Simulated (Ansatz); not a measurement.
# A computed series for CoSn: pressure series

Take CoSn (space group P6/mmm, No. 191; a = 5.294 Å, c = 4.235 Å; non-magnetic) as the base.

Cell and atoms are relaxed at each pressure.

Calculations: Kohn–Sham DFT with the PBE functional, run in Ansatz (a first-principles code) with PAW and 420 eV plane waves, no SOC.

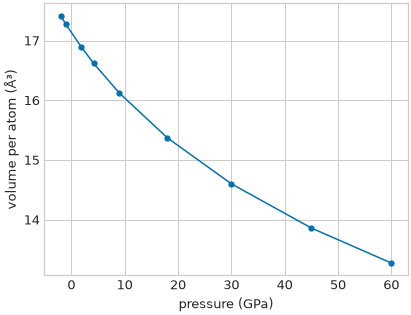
Figure: Volume against pressure

Problem. Estimate the zero-pressure bulk modulus from the plot.

Solution. About 130 GPa; a third-order Birch–Murnaghan fit to the points gives V₀ = 17.13 Å³/atom, B₀ = 129 GPa and B₀′ = 4.7.

Load acts through the strain it causes; cell and atoms are relaxed under it. No phonon test of stability was made. Competing high-pressure phases were not computed. Seeded moments were not kept for the base. The final runs are not spin-polarised.
